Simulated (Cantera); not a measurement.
A closed system holds: 1 mol CH3SiH3, a varied amount of C3H8, 91 mol H2, held at 2077 °C and 94.0 mbar.

Method: chemical equilibrium by Gibbs-energy minimisation in Cantera with the NASA 1993 tables (ideal gas, pure condensed phases). Candidate condensed phases: C, C6H6, C7H8, C8H18, Si, SiC; 87 gas species. The feed counts by its element totals alone. Gases not in the tables: Si2H6 and higher silanes. Equilibrium is a limit: real reactors are often held back by kinetics, nucleation or transport.

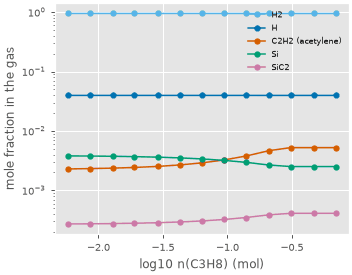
Fig. 1. Equilibrium gas composition (values under 1e-9 drawn at 1e-9)

Q: Read off the mole fractions at 0.14 mol C3H8.

A: H2 about 0.95, H about 0.040, C2H2 (acetylene) about 0.0038, Si about 0.0030, SiC2 about 0.00035.
